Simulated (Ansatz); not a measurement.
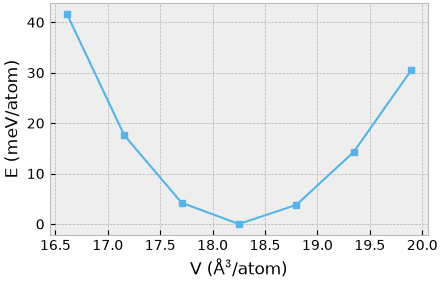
La2CN3Cl in space group Cmmm (No. 65; Pearson symbol oS28) under volume change, r²SCAN (plane waves, PAW; program Ansatz), shape and atoms relaxed at each volume.

Q: What does a third-order Birch–Murnaghan fit give for V₀, B₀ and B′?

A: V₀ = 18.25 Å³/atom, B₀ = 76.6 GPa, B′ = 4.1.

The first step of the workflow began from a Materials Project structure, measured or hypothetical; the Crystallography Open Database files this formula in space group No. 65, but the cells were not matched. Whether it is the stable phase at ambient conditions was not checked. Symmetry was held in the r²SCAN relaxation; its stability against distortions is not shown here. Scalar-relativistic: spin–orbit coupling is off unless named, which matters more the heavier the elements.

Potentials: the later of the program's two PAW sets.
